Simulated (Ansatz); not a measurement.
Consider C₆H₇F (SMILES CC1=CCC=C1F).

```yaml
atoms:
  - { symbol: C, position_ang: [-2.5263, 0.8215, 0.7713] }
  - { symbol: C, position_ang: [-1.1129, 0.7364, 0.2948] }
  - { symbol: C, position_ang: [-0.5847, 0.0492, -0.7446] }
  - { symbol: C, position_ang: [0.9016, 0.2863, -0.8160] }
  - { symbol: C, position_ang: [1.1798, 1.2156, 0.3339] }
  - { symbol: C, position_ang: [0.0007, 1.4471, 0.9421] }
  - { symbol: F, position_ang: [-0.2153, 2.2181, 2.0117] }
  - { symbol: H, position_ang: [-3.1958, 0.2153, 0.1448] }
  - { symbol: H, position_ang: [-2.8863, 1.8639, 0.7581] }
  - { symbol: H, position_ang: [-2.6142, 0.4721, 1.8138] }
  - { symbol: H, position_ang: [-1.1348, -0.5870, -1.4391] }
  - { symbol: H, position_ang: [1.1964, 0.7281, -1.7869] }
  - { symbol: H, position_ang: [1.4686, -0.6604, -0.7304] }
  - { symbol: H, position_ang: [2.1523, 1.6176, 0.6114] }
```

Geometry: B3LYP-D3(BJ)/def2-SVP.

All numbers below come from Ansatz 0.2.0, isolated molecule in a Gaussian basis; Kohn-Sham density functional theory, functional PBE0.

Predict the electron density and electron localisation function between the atoms.

C–F (1.34 Å): ρ at the midpoint is about 2.3 e/Å³; the ELF peaks at about 0.85 between the atoms; a polar covalent bond.
C–C (1.35 Å): the density is about 2.3 e/Å³ at the midpoint; the ELF peaks at about 0.95 between the atoms; localised, covalent bonding.
C–H (1.09 Å): the density is about 1.9 e/Å³ at the midpoint; the ELF climbs to about 1 towards the hydrogen, as it does in any bond to H (a covalent bond by its length).
C–C (1.47 Å): ρ is about 1.8 e/Å³ halfway; the ELF peaks at about 0.95 between the atoms; localised, covalent bonding.

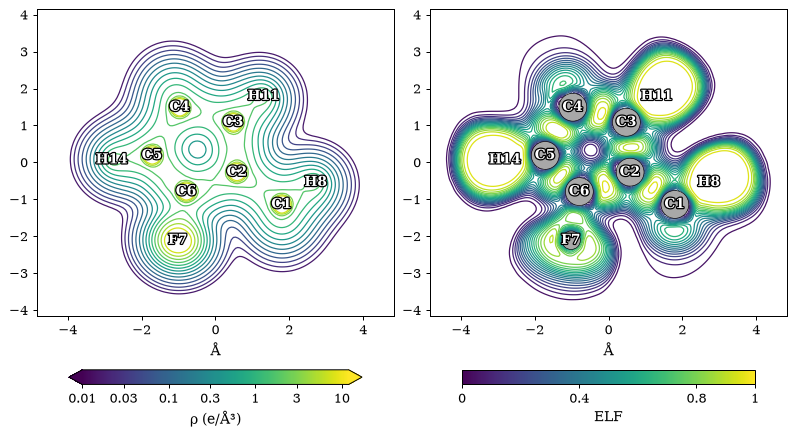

Computed electron density and electron localisation function on the plane of atoms C4, C5 and H14, in this order. Grey discs cover the atomic cores in the ELF map. 
